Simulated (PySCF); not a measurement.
Vertical excitations of a molecule C₂H₄BF₃ from TDA-PBE/def2-SVPD (PySCF 2.14.0), as energy in eV (oscillator strength): 5.56 (0.000), 6.76 (0.000), 6.77 (0.075), 6.93 (0.016), 6.96 (0.019), 7.12 (0.039), 7.82 (0.017), 7.84 (0.003), 8.02 (0.006), 8.04 (0.007). Lowest triplet (TDA): 5.10 eV. The structure is a stationary point at B3LYP-D3(BJ)/def2-SVP. The values are those of a single conformer.

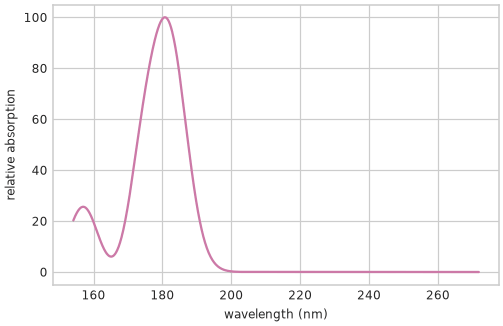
The lines broadened by 0.4 eV.

**Question.** Identify the compound among the candidates.
(A) CB(F)C(F)F
(B) FCB(F)CF
(C) C[C@H](F)B(F)F

**Answer.** B, FCB(F)CF
